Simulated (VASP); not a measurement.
Band structure of CuI (relaxed from the CsCl structure, space group Pm-3m). These are r2SCAN meta-GGA, VASP's PBE PAW potentials (set 64) (plane waves; VASP 6.6.1) values and carry that method's errors.

Unless said otherwise, spin-orbit coupling is left out, though it shifts the bands of the heavy elements here.

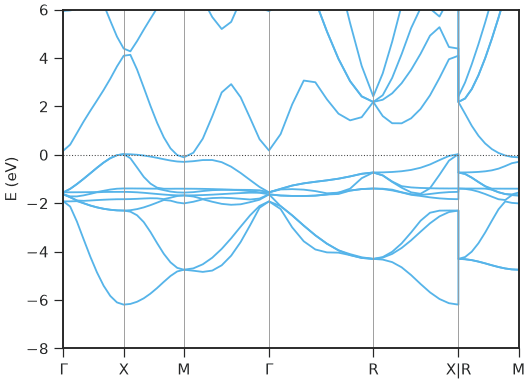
Fig. 1. Bands along high-symmetry lines, zero at the valence-band maximum or, without a gap, the Fermi level

Read the plot: is there a gap, and where are the band edges?

It has no gap at this level: it comes out as a metal or semimetal.

The structure was generated: CuI was put into the CsCl type (Pm-3m), which need not be its known phase. It was relaxed first, which changed the volume by +27 %.
